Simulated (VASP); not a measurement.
# LaBi: accuracy against cost in the PAW data sets and plane-wave cutoff

How sensitive are energy, pressure and forces of LaBi to the PAW data sets and plane-wave cutoff? The atoms are off their equilibrium sites, so that forces can be compared too. The series runs use PBEsol. The PAW data sets tried: minimal 64: La Bi; recommended 64: La Bi_d; recommended 54: La Bi_d; gw 64: La_GW Bi_d_GW; soft 64: La_s Bi_d. The plane-wave cutoff tried: ENCUT = 150; ENCUT = 180; ENCUT = 220; ENCUT = 240; ENCUT = 280; ENCUT = 320; ENCUT = 390; ENCUT = 490. The atoms of the start are displaced at random from the sites of a Fm-3m cell.

Method: PBEsol; plane waves and PAW (La, Bi), in the first sound run; inputs show where later runs differ, in VASP 6.6.1.

The database entry behind the starting cell differs from later determinations by our own check (about 0.2 % short), so it need not match the best structure at ambient conditions.

**1. Set-up**

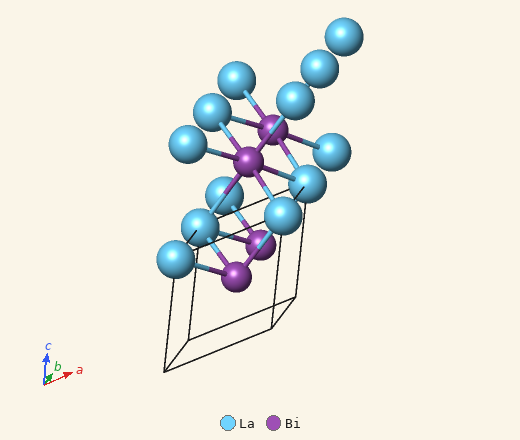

The cell as given, slightly off an axis (lanthanum blue, bismuth purple). 1×2×2 cells are drawn. Bonds to atoms that aren't drawn are left out. Some periodic images of atoms are drawn too.

Coordinates:

```cif
data_structure
_symmetry_space_group_name_H-M 'P1'
_symmetry_Int_Tables_number 1
_cell_length_a 4.6422
_cell_length_b 4.6422
_cell_length_c 4.6422
_cell_angle_alpha 60.000
_cell_angle_beta 60.000
_cell_angle_gamma 60.000
_cell_volume 70.74
loop_
_atom_site_label
_atom_site_type_symbol
_atom_site_symmetry_multiplicity
_atom_site_Wyckoff_symbol
_atom_site_fract_x
_atom_site_fract_y
_atom_site_fract_z
_atom_site_occupancy
La1 La 1 a 0.01819 0.99889 0.97864 1
Bi1 Bi 1 a 0.49480 0.50438 0.49654 1
```

**2. PAW data sets: minimal 64: La Bi**

Data sets differ in which electrons are valence and how hard the partial waves are. PBEsol restores the gradient expansion of exchange and is tuned for the cells of solids.

INCAR reads:

```
SYSTEM = LaBi
PREC = Accurate
ENCUT = 400
EDIFF = 1E-06
NELM = 100
ISMEAR = -1
SIGMA = 0.05
LREAL = .FALSE.
ALGO = Normal
GGA = PS
NBANDS = 14
LASPH = .TRUE.
LORBIT = 11
LWAVE = .FALSE.
LCHARG = .FALSE.
KPAR = 2
ISIF = 2
```

POSCAR reads:

```
LaBi
1.0
    0.0000000000      3.2825000000      3.2825000000
    3.2825000000      0.0000000000      3.2825000000
    3.2825000000      3.2825000000      0.0000000000
La Bi
1 1
Direct
   -0.0011080000      0.0042860000     -0.0213650000
    0.5043790000      0.5042760000      0.4965410000
```

KPOINTS reads:

```
Automatic mesh
0
Gamma
6 6 6
0 0 0
```

PAW data sets: La and Bi (PBE family, release 64).

Launch:

```
mpirun -np 2 vasp_std
```

The log of the run:

```text
[banner, memory and clock lines left out]
running    2 mpi-ranks, on    1 nodes
 distrk:  each k-point on    1 cores,    2 groups
 distr:  one band on    1 cores,    1 groups

 POSCAR found type information on POSCAR LaBi
 POSCAR found :  2 types and       2 ions
|                                                                             |
|               ----> ADVICE to this user running VASP <----                  |
|                                                                             |
|     You enforced a specific xc type in the INCAR file but a different       |
|     [... a line on the potential file left out ...]
|     I HOPE YOU KNOW WHAT YOU ARE DOING!                                     |
|                                                                             |

 LDA part: xc-table for (Slater+PW92), standard interpolation
 POSCAR, INCAR and KPOINTS ok, starting setup
 FFT: planning ... GRIDC
 FFT: planning ... GRID_SOFT
 FFT: planning ... GRID
 WAVECAR not read
 entering main loop
       N       E                     dE             d eps       ncg     rms          rms(c)
DAV:   1     0.126753564780E+03    0.12675E+03   -0.46624E+03  3136   0.108E+03
DAV:   2     0.740344876490E+00   -0.12601E+03   -0.12016E+03  4004   0.196E+02
DAV:   3    -0.111766805858E+02   -0.11917E+02   -0.11546E+02  4222   0.911E+01
DAV:   4    -0.117892215973E+02   -0.61254E+00   -0.60849E+00  5870   0.163E+01
DAV:   5    -0.118187566792E+02   -0.29535E-01   -0.29513E-01  4632   0.328E+00    0.288E+00
DAV:   6    -0.117351097799E+02    0.83647E-01   -0.90940E-02  4698   0.163E+00    0.170E+00
DAV:   7    -0.117095141799E+02    0.25596E-01   -0.77689E-02  5350   0.185E+00    0.400E-01
DAV:   8    -0.117105670662E+02   -0.10529E-02   -0.12226E-02  5370   0.706E-01    0.171E-01
DAV:   9    -0.117110053391E+02   -0.43827E-03   -0.23571E-03  5764   0.380E-01    0.937E-02
DAV:  10    -0.117111285838E+02   -0.12324E-03   -0.47834E-04  4776   0.135E-01    0.347E-02
DAV:  11    -0.117111828515E+02   -0.54268E-04   -0.36548E-04  6008   0.128E-01    0.223E-02
DAV:  12    -0.117111717307E+02    0.11121E-04   -0.21585E-05  4672   0.322E-02    0.297E-02
DAV:  13    -0.117112032440E+02   -0.31513E-04   -0.15889E-04  4540   0.858E-02    0.691E-03
DAV:  14    -0.117112053264E+02   -0.20824E-05   -0.19740E-05  6012   0.281E-02    0.489E-03
DAV:  15    -0.117112053514E+02   -0.25054E-07   -0.28867E-07  3410   0.332E-03
   1 F= -.11711205E+02 E0= -.11709629E+02  d E =-.315174E-02
```

Run time: 33 s. Hardware: 2 MPI ranks of AMD EPYC 9R14 (Zen 4), shared host; peak memory 0.45 GiB.

The logs omit lines about the potential files and the build; timing stands in the text.

Parts of OUTCAR (step 2):

```text
ion  position               nearest neighbor table
   1  0.999  0.004  0.979-   2 3.21   2 3.22   2 3.27   2 3.30   2 3.34   2 3.36
   2  0.504  0.504  0.497-   1 3.21   1 3.22   1 3.27   1 3.30   1 3.34   1 3.36

  LATTYP: Found a face centered cubic cell.
 ALAT       =     6.5650000000

 Subroutine GETGRP returns: Found  1 space group operations
 (whereof  1 operations were pure point group operations)

The static configuration has the point symmetry C_1 .

 Found    112 irreducible k-points:

   k-points           NKPTS =    112   k-points in BZ     NKDIM =    112   number of bands    NBANDS=     14

   dimension x,y,z NGX =    30 NGY =   30 NGZ =   30
   dimension x,y,z NGXF=    60 NGYF=   60 NGZF=   60

   ENCUT  =  400.0 eV  29.40 Ry    5.42 a.u.   7.57  7.57  7.57*2*pi/ulx,y,z

   NELECT =      16.0000    total number of electrons

 k-points in reciprocal lattice and weights: Automatic mesh
   0.00000000  0.00000000  0.00000000       0.005
   0.16666667  0.00000000  0.00000000       0.009
   0.00000000  0.16666667  0.00000000       0.009
   0.00000000  0.00000000  0.16666667       0.009
   0.16666667  0.16666667  0.16666667       0.009
   0.33333333  0.00000000  0.00000000       0.009
   0.00000000  0.33333333  0.00000000       0.009
   0.00000000  0.00000000  0.33333333       0.009
   0.33333333  0.33333333  0.33333333       0.009
[...]
-0.33333333  0.16666667  0.50000000       0.009
   0.16666667  0.50000000 -0.33333333       0.009

 average (electrostatic) potential at core
       1 -97.8003       2 -59.1757

 E-fermi :   6.2609

 k-point     1 :       0.0000    0.0000    0.0000
  band No.  band energies     occupation
      1     -26.4040      2.00000
      2     -10.0386      2.00000
      3     -10.0370      2.00000
      4     -10.0352      2.00000
      5      -4.1640      2.00000
      6       6.5119      0.01312
      7       6.5231      0.01050
      8       6.5375      0.00787
      9       7.4702      0.00000
     10       7.5015      0.00000
    ...

 k-point     2 :       0.1667    0.0000    0.0000
  band No.  band energies     occupation
    ...
      4     -10.0355      2.00000
      5      -3.9140      2.00000
      6       5.1294      2.00000
      7       5.7889      1.99984
      8       5.8212      1.99970
      9       7.5051      0.00000
     10       7.7436      0.00000
     11       7.7514      0.00000
     12       8.3284      0.00000
     13       8.3980      0.00000
    ...

 k-point     3 :       0.0000    0.1667    0.0000
  band No.  band energies     occupation
    ...
      4     -10.0357      2.00000
      5      -3.9139      2.00000
      6       5.1288      2.00000
      7       5.7890      1.99984
      8       5.8231      1.99968
      9       7.5041      0.00000
     10       7.7446      0.00000
     11       7.7501      0.00000
     12       8.3283      0.00000
     13       8.3980      0.00000
    ...

  Total        0.0063999      0.0684117     -0.0722481     -0.0551735     -0.0167150     -0.0125652
  in kB        0.1449564      1.5495193     -1.6364131     -1.2496754     -0.3785939     -0.2846002
  external PRESSURE =       0.0193542 kB  Pullay stress =       0.0000000 kB

  energy-cutoff  :      400.00
  volume of cell :       70.74
      direct lattice vectors                 reciprocal lattice vectors
     0.000000000  3.282500000  3.282500000    -0.152322925  0.152322925  0.152322925
     3.282500000  0.000000000  3.282500000     0.152322925 -0.152322925  0.152322925
     3.282500000  3.282500000  0.000000000     0.152322925  0.152322925 -0.152322925

 POSITION                                       TOTAL-FORCE (eV/Angst)
 -----------------------------------------------------------------------------------
      3.22644      6.49123      3.29293         0.203998      0.267209      0.061735
      3.28518      3.28552      3.31091        -0.203998     -0.267209     -0.061735
 -----------------------------------------------------------------------------------
    total drift:                                0.000191      0.000612     -0.000232

  FREE ENERGIE OF THE ION-ELECTRON SYSTEM (eV)
  ---------------------------------------------------
  free  energy   TOTEN  =       -11.7112053514 eV

  energy  without entropy=      -11.7080536067  energy(sigma->0) =      -11.70962948

 total charge
# of ion       s       p       d       f       tot
--------------------------------------------------
    1        2.029   5.628   0.707   0.121   8.486
    2        1.659   2.430   0.031   0.000   4.120
--------------------------------------------------
tot          3.688   8.058   0.739   0.121  12.606

[... 3 further parts left out ...]
```

The k-mesh is coarse for a metal. The PAW data sets were made with PBE, which is usual practice but a small mismatch for other functionals. The data set Bi keeps the semicore shell frozen, which is cheaper and a little less accurate.

Numbers from this step:

* SCF cycles: 15
* electrons: 16
* bands: 14
* irreducible k-points: 112
* symmetry operations: 1
* free energy (TOTEN): -11.71 eV
* energy at zero smearing: -11.71 eV
* Fermi energy: 6.261 eV
* pressure: 0.001935 GPa
* metallic: yes

The series starts at -5.8548 eV an atom and 0.00 GPa, after 15 cycles in 33 s.

**3. PAW data sets: recommended 64: La Bi d**

This step: PBEsol; plane waves and PAW (La, Bi_d) (VASP 6.6.1).

INCAR: that of step 2 with these lines changed.

```diff
@@ -10,3 +10,3 @@
 GGA = PS
-NBANDS = 14
+NBANDS = 19
 LASPH = .TRUE.
```

POSCAR is that of step 2.

KPOINTS is that of step 2.

PAW data sets: La and Bi_d (PBE family, release 64).

Launch:

```
mpirun -np 2 vasp_std
```

The log of the run:

```text
[banner, memory and clock lines left out]
running    2 mpi-ranks, on    1 nodes
[...]
[... a notice as in an earlier step ...]

 LDA part: xc-table for (Slater+PW92), standard interpolation
 POSCAR, INCAR and KPOINTS ok, starting setup
[...]
entering main loop
       N       E                     dE             d eps       ncg     rms          rms(c)
DAV:   1     0.255914815591E+03    0.25591E+03   -0.97628E+03  4280   0.158E+03
DAV:   2     0.171261034848E+02   -0.23879E+03   -0.23276E+03  5184   0.346E+02
DAV:   3    -0.100153953136E+02   -0.27141E+02   -0.26461E+02  5447   0.155E+02
DAV:   4    -0.117793665745E+02   -0.17640E+01   -0.16896E+01  8123   0.347E+01
[...]
DAV:  12    -0.117560718358E+02   -0.20208E-04   -0.96772E-05  7800   0.421E-02    0.818E-03
DAV:  13    -0.117560743490E+02   -0.25132E-05   -0.16867E-05  7256   0.175E-02    0.298E-03
DAV:  14    -0.117560743779E+02   -0.28827E-07   -0.31532E-06  7304   0.820E-03
   1 F= -.11756074E+02 E0= -.11754630E+02  d E =-.288888E-02
```

Run time: 42 s. Hardware: 2 MPI ranks; peak memory 0.47 GiB; 79 s of CPU time.

From OUTCAR (step 3):

```text
  Total       -0.0530834      0.0085036     -0.1305445     -0.0527655     -0.0159032     -0.0119521
  in kB       -1.2023345      0.1926061     -2.9568210     -1.1951338     -0.3602070     -0.2707144
  external PRESSURE =      -1.3221832 kB  Pullay stress =       0.0000000 kB

 POSITION                                       TOTAL-FORCE (eV/Angst)
 -----------------------------------------------------------------------------------
      3.22644      6.49123      3.29293         0.201308      0.264110      0.061325
      3.28518      3.28552      3.31091        -0.201308     -0.264110     -0.061325
 -----------------------------------------------------------------------------------
    total drift:                                0.000104      0.000484     -0.001117

  FREE ENERGIE OF THE ION-ELECTRON SYSTEM (eV)
  ---------------------------------------------------
  free  energy   TOTEN  =       -11.7560743779 eV

  energy  without entropy=      -11.7531854991  energy(sigma->0) =      -11.75462994

[... 1 part as in an earlier step ...]

[... 2 further parts left out ...]
[key lines of the parts left out:]
E-fermi :   6.7930
```

With 26 valence electrons the pressure is -0.13 GPa, -0.13 GPa from the first of the series, after 14 cycles in 42 s.

**4. PAW data sets: recommended 54: La Bi d**

INCAR is that of step 3.

POSCAR is that of step 3.

KPOINTS is that of step 3.

The projector-augmented-wave data sets are La and Bi_d (PBE family, release 54).

Launch:

```
mpirun -np 2 vasp_std
```

The log of the run:

```text
[... set-up lines as in an earlier step ...]
 entering main loop
       N       E                     dE             d eps       ncg     rms          rms(c)
[... 14 cycles as in an earlier step ...]
   1 F= -.11756074E+02 E0= -.11754630E+02  d E =-.288888E-02
```

The job ended after 42 s (2 MPI ranks; peak memory 0.48 GiB).

From OUTCAR (step 4):

```text
[... 6 parts as in an earlier step ...]

[... 1 further part left out ...]
[key lines of the parts left out:]
E-fermi :   6.7930
```

With 26 valence electrons the pressure is -0.13 GPa, -0.13 GPa from the first of the series, after 14 cycles in 42 s.

**5. PAW data sets: GW 64: La GW Bi d GW**

This step: PBEsol; plane waves and PAW (La_GW, Bi_d_GW) (VASP 6.6.1).

INCAR: that of step 4 with these lines changed.

```diff
@@ -2,3 +2,3 @@
 PREC = Accurate
-ENCUT = 400
+ENCUT = 410
 EDIFF = 1E-06
@@ -10,3 +10,3 @@
 GGA = PS
-NBANDS = 19
+NBANDS = 20
 LASPH = .TRUE.
```

POSCAR is that of step 4.

KPOINTS is that of step 4.

The projector-augmented-wave data sets are La_GW and Bi_d_GW (PBE family, release 64).

Launch:

```
mpirun -np 2 vasp_std
```

The log of the run:

```text
[... set-up lines as in an earlier step ...]
 entering main loop
       N       E                     dE             d eps       ncg     rms          rms(c)
DAV:   1     0.283218743753E+03    0.28322E+03   -0.12840E+04  6396   0.314E+03
DAV:   2     0.268380376941E+02   -0.25638E+03   -0.24931E+03  6400   0.611E+02
DAV:   3    -0.962515648989E+01   -0.36463E+02   -0.35294E+02  8076   0.284E+02
DAV:   4    -0.116347637420E+02   -0.20096E+01   -0.19924E+01  8468   0.601E+01
[...]
DAV:  11    -0.115794150770E+02    0.10285E-04   -0.38271E-05  7824   0.125E-01    0.459E-02
DAV:  12    -0.115794135841E+02    0.14928E-05   -0.29359E-06  5752   0.306E-02    0.944E-03
DAV:  13    -0.115794132864E+02    0.29774E-06   -0.71556E-07  5816   0.229E-02
   1 F= -.11579413E+02 E0= -.11578001E+02  d E =-.282477E-02
```

Run time: 45 s. Hardware: 2 MPI ranks; peak memory 0.55 GiB.

From OUTCAR (step 5):

```text
  Total       -0.2267159     -0.1650238     -0.3042759     -0.0525658     -0.0159283     -0.0119943
  in kB       -5.1350930     -3.7377724     -6.8918204     -1.1906094     -0.3607739     -0.2716697
  external PRESSURE =      -5.2548953 kB  Pullay stress =       0.0000000 kB

 POSITION                                       TOTAL-FORCE (eV/Angst)
 -----------------------------------------------------------------------------------
      3.22644      6.49123      3.29293         0.199619      0.261746      0.060928
      3.28518      3.28552      3.31091        -0.199619     -0.261746     -0.060928
 -----------------------------------------------------------------------------------
    total drift:                                0.001641      0.002027     -0.000323

  FREE ENERGIE OF THE ION-ELECTRON SYSTEM (eV)
  ---------------------------------------------------
  free  energy   TOTEN  =       -11.5794132864 eV

  energy  without entropy=      -11.5765885179  energy(sigma->0) =      -11.57800090

[... 3 further parts left out ...]
[key lines of the parts left out:]
E-fermi :   5.4781
```

With 28 valence electrons the pressure is -0.53 GPa, -0.53 GPa from the first of the series, after 13 cycles in 45 s.

**6. PAW data sets: soft 64: La s Bi d**

This step: PBEsol; plane waves and PAW (La_s, Bi_d) (VASP 6.6.1).

INCAR: that of step 5 with these lines changed.

```diff
@@ -2,3 +2,3 @@
 PREC = Accurate
-ENCUT = 410
+ENCUT = 400
 EDIFF = 1E-06
@@ -10,3 +10,3 @@
 GGA = PS
-NBANDS = 20
+NBANDS = 18
 LASPH = .TRUE.
```

POSCAR is that of step 5.

KPOINTS is that of step 5.

Potentials, in the order of the species: La_s and Bi_d (PBE family, release 64).

Launch:

```
mpirun -np 2 vasp_std
```

The log of the run:

```text
[... set-up lines as in an earlier step ...]
 entering main loop
       N       E                     dE             d eps       ncg     rms          rms(c)
DAV:   1     0.194916458204E+03    0.19492E+03   -0.91963E+03  4104   0.130E+03
DAV:   2     0.750627616534E+01   -0.18741E+03   -0.18245E+03  4090   0.292E+02
DAV:   3    -0.111547163236E+02   -0.18661E+02   -0.18302E+02  4832   0.117E+02
DAV:   4    -0.117315249877E+02   -0.57681E+00   -0.57658E+00  5244   0.227E+01
[...]
DAV:   9    -0.117002973438E+02   -0.25635E-04   -0.37110E-04  6602   0.150E-01    0.171E-02
DAV:  10    -0.117003024666E+02   -0.51227E-05   -0.51848E-05  5834   0.435E-02    0.806E-03
DAV:  11    -0.117003025107E+02   -0.44125E-07   -0.46556E-06  5582   0.192E-02
   1 F= -.11700303E+02 E0= -.11698838E+02  d E =-.292935E-02
```

Run time: 29 s. Hardware: 2 MPI ranks; peak memory 0.49 GiB; 55 s of CPU time.

From OUTCAR (step 6):

```text
  Total        0.0661505      0.1298289     -0.0135796     -0.0544220     -0.0164250     -0.0123177
  in kB        1.4983017      2.9406125     -0.3075769     -1.2326530     -0.3720237     -0.2789956
  external PRESSURE =       1.3771124 kB  Pullay stress =       0.0000000 kB

 POSITION                                       TOTAL-FORCE (eV/Angst)
 -----------------------------------------------------------------------------------
      3.22644      6.49123      3.29293         0.206069      0.270133      0.063019
      3.28518      3.28552      3.31091        -0.206069     -0.270133     -0.063019
 -----------------------------------------------------------------------------------
    total drift:                                0.000333      0.000418     -0.000977

  FREE ENERGIE OF THE ION-ELECTRON SYSTEM (eV)
  ---------------------------------------------------
  free  energy   TOTEN  =       -11.7003025107 eV

  energy  without entropy=      -11.6973731650  energy(sigma->0) =      -11.69883784

[... 1 part as in an earlier step ...]

[... 2 further parts left out ...]
[key lines of the parts left out:]
E-fermi :   3.6339
```

With 24 valence electrons the pressure is 0.14 GPa, +0.14 GPa from the first of the series, after 11 cycles in 29 s.

**7. The PAW data sets series as a table**

This step: convergence of PBEsol results with the datasets; plane waves and PAW (VASP 6.6.1).

This step runs nothing: it gathers the runs above.

Differences are taken from the run with recommended 64: La Bi_d. Results of the series, by row:

```
                        setting     status  pressure (GPa)  largest force difference (meV/Å)  SCF cycles  wall time (s)
      minimal 64: La Bi, 400 eV  converged        0.001935                             3.099          15             33
recommended 64: La Bi_d, 400 eV  converged         -0.1322                                 0          14             42
recommended 54: La Bi_d, 400 eV  converged         -0.1322                                 0          14             42
   gw 64: La_GW Bi_d_GW, 410 eV  converged         -0.5255                             2.364          13             45
     soft 64: La_s Bi_d, 400 eV  converged          0.1377                             6.023          11             29
```

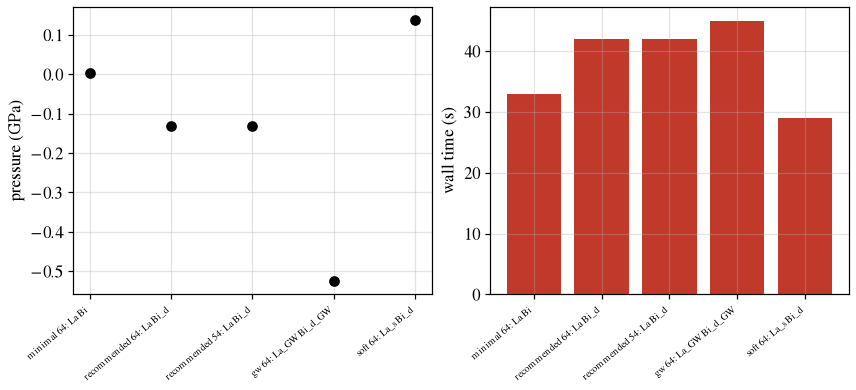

The pressure and the wall time by setting.

(Continued in part 2 of 3.)

[Lines on the potential files, build, host, timing and source positions are cut from VASP's logs without a mark.]

[Logs are printed without paths, hosts, clocks, repeated set-up lines and the standing remarks that a program may print on its own settings, such as how far it seeks lower states.]

[Hosts, paths, dates, database ids (printed as entryN), source tags and the programs' standing remarks are cut or masked in the printed files.]

[A measured line is paired with the nearest computed mode of its activity, which favours agreement.]

[In band tables of VASP the shares of atoms and orbitals are scaled to a sum of 1 inside the atoms' spheres.]
